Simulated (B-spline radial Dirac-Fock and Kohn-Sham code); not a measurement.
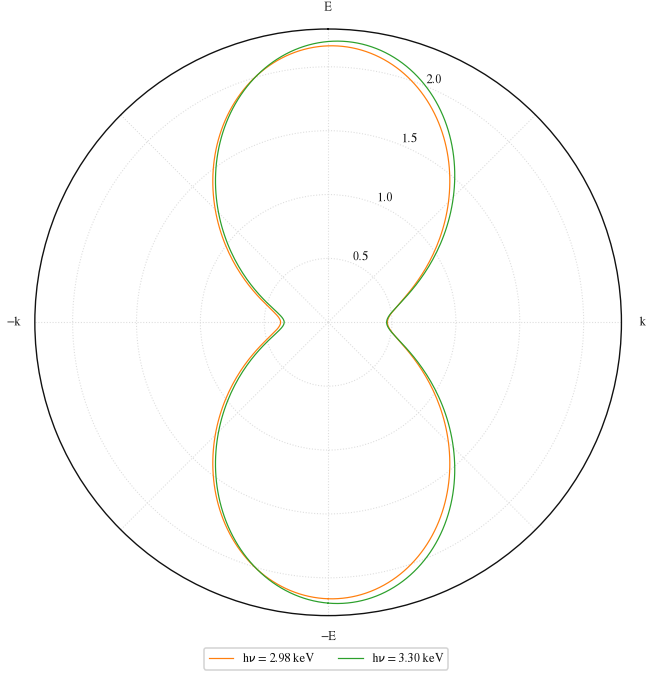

Angular distribution of photoelectrons from M5 (3d5/2) in the plane of the polarisation E (up) and the photon direction k (right), relative to an isotropic one. System: Lu³⁺. Method: a Dirac–Hartree–Slater potential; 1 + βP₂(cos θ) + (δ + γ cos²θ) sin θ cos φ with E1 and E1–E2 terms (computed with a radial B-spline solver).

Q: Is the pattern at 3.30 keV symmetric between forward and backward?

A: No: 45° forward of E it is 1.1 times the value 45° backward, from the non-dipole terms.

Q: What are β, γ and δ at 3.30 keV?

A: β = 1.198, γ = 0.130, δ = 0.057.
